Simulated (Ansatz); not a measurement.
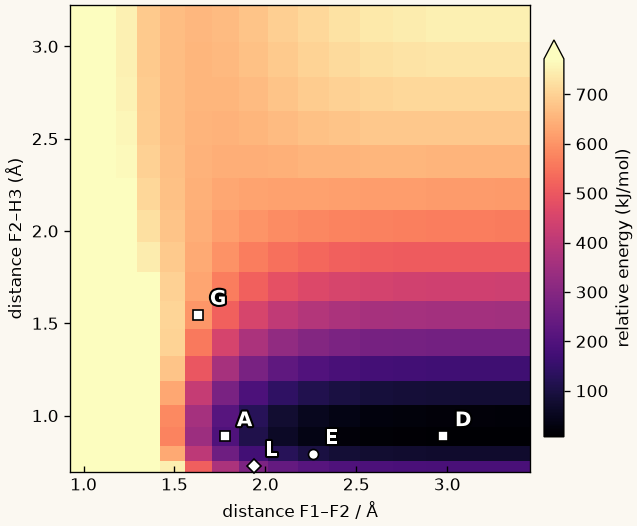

The system F⁻ + FH. 
- First axis: distance F1–F2. Second axis: distance F2–H3.
- Nothing is relaxed (the angle F1–F2–H3 is fixed at 90 degrees).
- The grid has 17 × 17 points.
- Points are written as (first, second).
- Energies are in kJ/mol, from F with charge -1 far from the relaxed FH (each part in its own basis).
- Energies and slopes of some neighbouring points disagree (a jump in structure or state, or too coarse a mesh). The reference is spin-restricted, so regions where a bond is pulled apart into radicals lie too high.
- Level of theory: Ansatz 0.2.0, RKS CAM-B3LYP-D4/aug-cc-pVTZ.

The picture shows one coloured cell a grid point, one colour for all values above the top of the scale, lettered points.

**Is A the lowest point of the computed grid?**

No. A lies 191 kJ/mol above the lowest grid point, which is at (3.360 Å, 0.889 Å).

**Rank the lettered points by energy, lowest first.**

D (8 kJ/mol), E (97 kJ/mol), A (198 kJ/mol), L (283 kJ/mol), G (602 kJ/mol).
